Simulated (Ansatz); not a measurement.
## Electronic structure of C₂H₇BrInN (SMILES C[N](C)[InH][Br]) in real space

The calculation's input:

```
crystal:
  periodic: [false, false, false]
  atoms:
    - {symbol: C, position_ang: [-0.516948, -0.673005, 1.252256]}
    - {symbol: N, position_ang: [-0.042743, -0.040485, 0.049063]}
    - {symbol: C, position_ang: [1.188797, 0.680804, 0.234664]}
    - {symbol: In, position_ang: [-1.011900, -0.164030, -1.692963]}
    - {symbol: Br, position_ang: [0.197023, 1.084905, -3.458815]}
    - {symbol: H, position_ang: [-1.452066, -1.211679, 1.077729]}
    - {symbol: H, position_ang: [-0.702515, 0.061812, 2.050251]}
    - {symbol: H, position_ang: [0.213471, -1.396872, 1.644290]}
    - {symbol: H, position_ang: [1.514627, 1.144921, -0.697967]}
    - {symbol: H, position_ang: [1.994793, 0.016414, 0.580552]}
    - {symbol: H, position_ang: [1.078559, 1.476202, 0.986921]}
    - {symbol: H, position_ang: [-2.461100, -0.978967, -2.025972]}
basis:
  gaussian: {orbitals: def2-TZVPP}
hamiltonian: {xc: pbe0, dispersion: d4}
output: {orbitals: {seedname: orbitals}}
```

Command:

```sh
ansatz run in.yaml --threads 2 --pin off --events-out ev --progress --plain --max-ram 32768MiB --backend cuda --devices 0, --max-vram 18GiB
```

Geometry: PBE0-D4/def2-TZVP; core potentials replace the inner electrons of In.

These are results of RKS PBE0-D4/def2-TZVPP (Ansatz), not measurements.

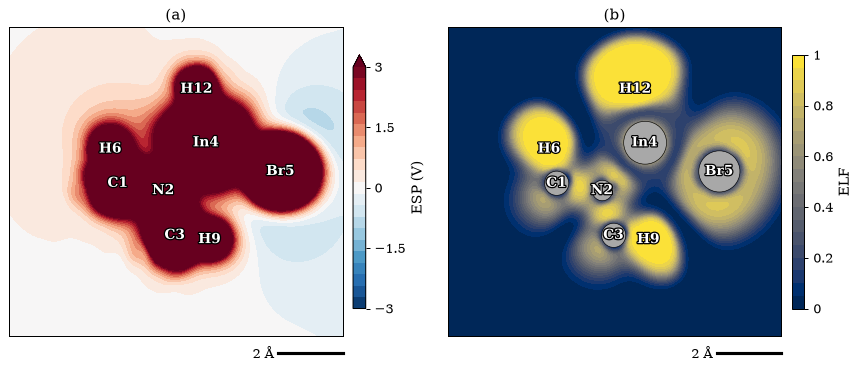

Figure 1. (a) electrostatic potential; (b) electron localisation function on the plane of atoms N2, C1 and H6. Grey discs cover the atomic cores in the ELF map.

**What does the map show?**

Atoms in the plane: C, N, In, Br and H. C–N (1.44 Å): the ELF peaks at about 0.90 between the atoms, as expected for a covalent bond. In–N (2.00 Å): the ELF peaks at about 0.85 in the valence shell of N, 0.6 Å from its nucleus, and drops to about 0.15 between the two atoms. In–Br (2.48 Å): the ELF peaks at about 0.75 in the valence shell of Br, 1.0 Å from its nucleus, and drops to about 0.15 between the two atoms. C–H (1.09 Å): the ELF climbs to about 1 towards the hydrogen, as it does in any bond to H (a covalent bond by its length). In–H (1.70 Å): the ELF climbs to about 1 towards the hydrogen. The ELF also peaks beside Br5, away from the bonds: lone-pair regions. Outside the dense part of the molecule the potential is most negative (−0.8 V) near Br5.

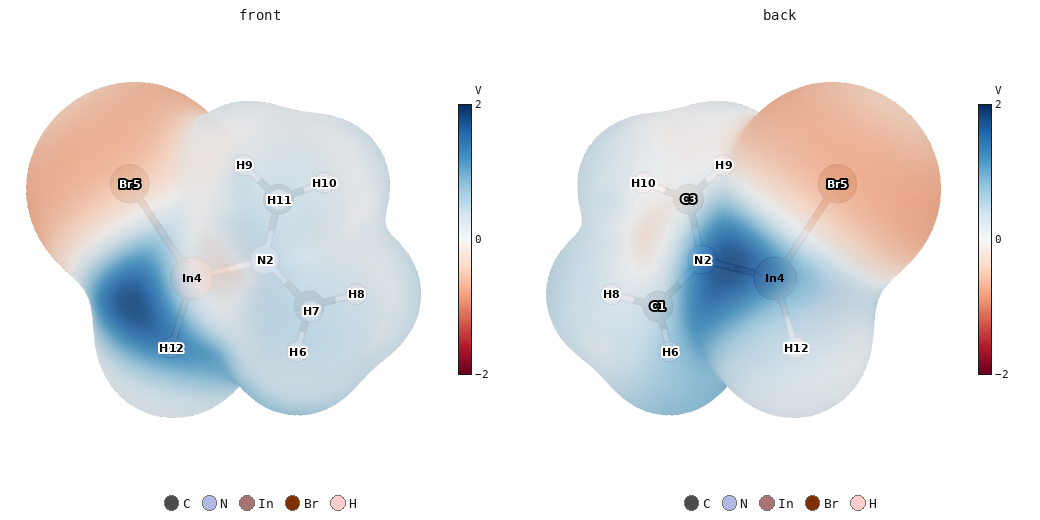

Figure 2. The molecular electrostatic potential painted on the density surface at 0.001 e/bohr³, seen from the front and from behind; the colour scale runs from red (negative) to blue (positive).

**Where is the surface potential most negative and most positive?**

The most negative region (about −0.7 V) lies over Br5, the most positive (about +1.8 V) over In4.

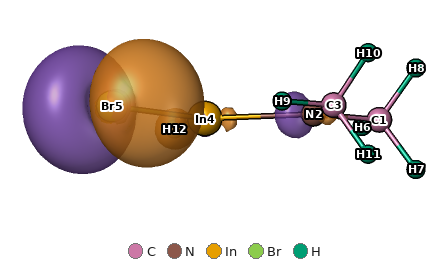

Figure 3. The HOMO−1 at ±0.15 Å⁻³ᐟ² (orange and purple are the two phases), seen from one side.

**Describe this orbital and give its energy.**

Its weight (Hirshfeld) is mainly on Br5 (about 85 %) and In4 (about 5 %); largely a lone pair of Br5. Its energy is −7.96 eV.
